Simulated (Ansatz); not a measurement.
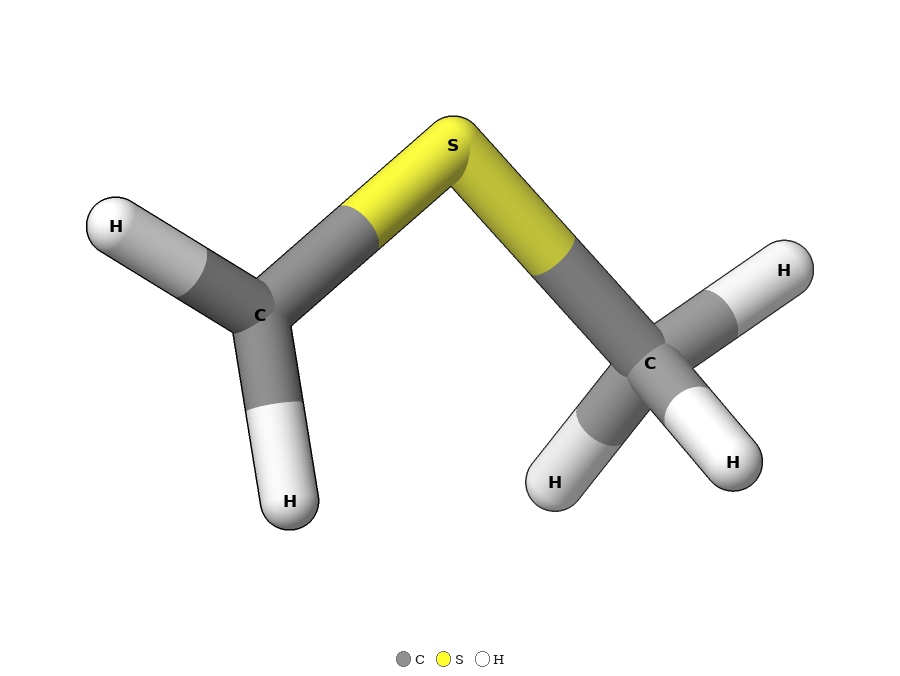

Stick drawing of a structure. Every bond is drawn as one stick, whatever its order.

The species is neutral and a spin doublet.

Give the formula.

C2H5S, 8 atoms: 2 carbon, 5 hydrogen and 1 sulfur.

How many bonds of each kind are drawn?

5 C–H, 2 C–S.

Name some functional groups or characteristic bonds that it holds.

Among them: thioether.

What is its SMILES?

[CH2]SC

More results for the same structure follow; atom numbers are the same in all pictures, views and colours differ. The geometry was computed by an optimisation with PBE0-D4/def2-TZVP.

Levels of theory compared

Program: Ansatz 0.2.0.

Compare HOMO energy (eV), dipole (D) at these levels: B3LYP-D4/def2-TZVPP; PBE-D4/def2-TZVPP; r2SCAN-D4/def2-TZVPP; ωB97M-V/def2-TZVPP.

```json
{"level": "B3LYP-D4/def2-TZVPP", "HOMO energy (eV)": "−4.64", "dipole (D)": "1.41"}
{"level": "PBE-D4/def2-TZVPP", "HOMO energy (eV)": "−3.65", "dipole (D)": "1.42"}
{"level": "r2SCAN-D4/def2-TZVPP", "HOMO energy (eV)": "−4.00", "dipole (D)": "1.46"}
{"level": "ωB97M-V/def2-TZVPP", "HOMO energy (eV)": "−6.91", "dipole (D)": "1.40"}
```

Thermal motion

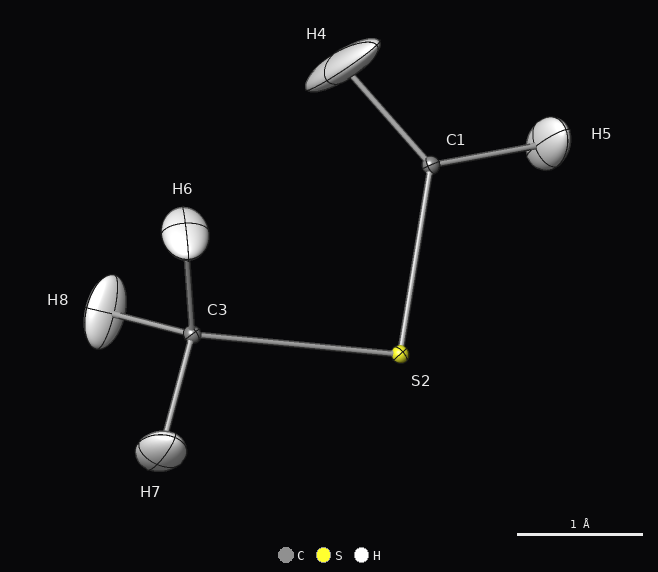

Displacement ellipsoids at the 50 % level, from the internal vibrations of the free molecule (harmonic, no overall translation or rotation; no half-axis is drawn under 0.075 Å). Vibrations computed with UKS PBE0-D4/def2-TZVP (Ansatz 0.2.0). Temperature: 0 K (zero-point motion alone).

Which atom has the largest mean-square displacement?

H4, with U_eq = 0.0531 Å².

Does H4 move more along its bond or across it?

Across it: the root-mean-square amplitude is 0.076 Å along the bond and up to 0.367 Å across, since bending and torsion are softer than stretching.

List U_eq and the three principal root-mean-square amplitudes for each kind of atom.

```
atom  U_eq (Å²)   rms amplitudes (Å)
  C1     0.0014  0.030, 0.041, 0.042
  S2    0.00031  0.014, 0.015, 0.023
  C3     0.0010  0.022, 0.030, 0.041
  H4     0.0531  0.076, 0.136, 0.367
  H5     0.0250  0.080, 0.129, 0.228
  H6     0.0200  0.074, 0.124, 0.198
  H7     0.0209  0.079, 0.126, 0.202
  H8     0.0200  0.074, 0.124, 0.198
```

Charges

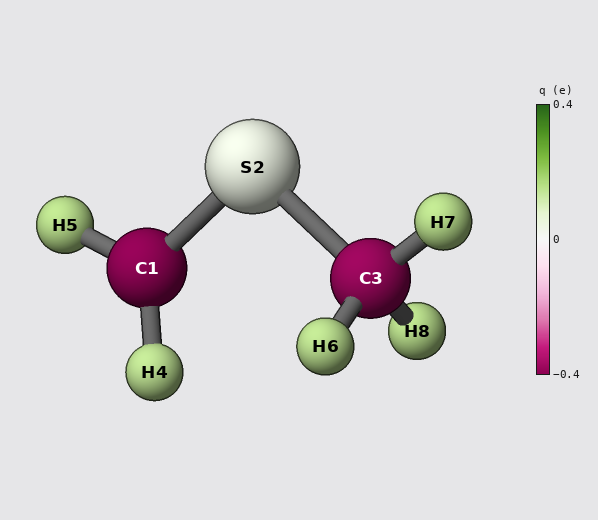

Atoms are coloured by their Mulliken charges. Level of theory: UKS PBE0-D4/def2-TZVP (Ansatz 0.2.0).

Which atom carries the highest charge (most positive or least negative)?

H5, H6, H7, H8 (0.15 e).

And the lowest?

C1 (−0.39 e).

List the Mulliken charges.

| atom | value (e) |
| --- | --- |
| C1 | −0.39 |
| S2 | 0.03 |
| C3 | −0.38 |
| H4 | 0.14 |
| H5 | 0.15 |
| H6 | 0.15 |
| H7 | 0.15 |
| H8 | 0.15 |

Mulliken values depend strongly on the basis set and can even reverse the polarity of a bond.
